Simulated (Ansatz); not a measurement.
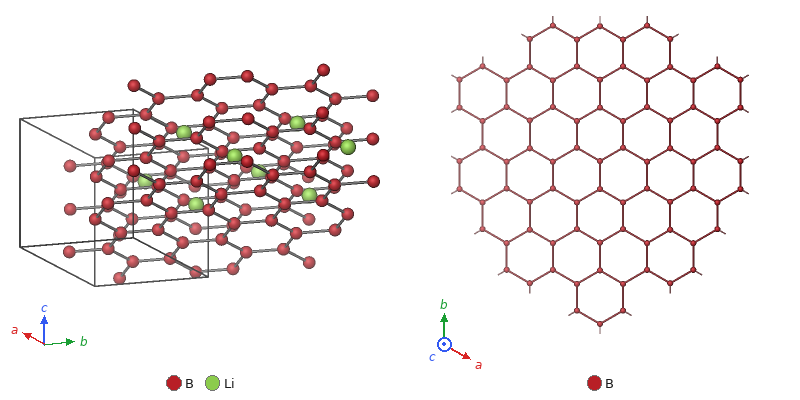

Left: the structure. Right: its underlying net. Nodes are coloured by element. One layer is drawn. Short stubs are edges that leave the cut-out.

System LiB₆ (space group R-3m, No. 166); source of the atomic positions: coordinates from a relaxation with DFT PBE, scalar-relativistic, plane waves, PAW in Ansatz; the starting structure was generated, so it need not be a known form of this composition.

Bonds are taken as B–B below 2 Å; Li is left out of the net, as the electropositive filling of the structure; no other contact counts. Simplification: prune 0- and 1-connected atoms, fold 2-connected ones into links.

The result is a uninodal 3-connected, two-periodic (layers) net: B is a 3-connected node. It is the hcb net, known from graphene. The layers lie parallel to (001).

```csv
node,links,point symbol,coordination sequence
B,3,6^3,3 6 9 12 15 18 21 24
```
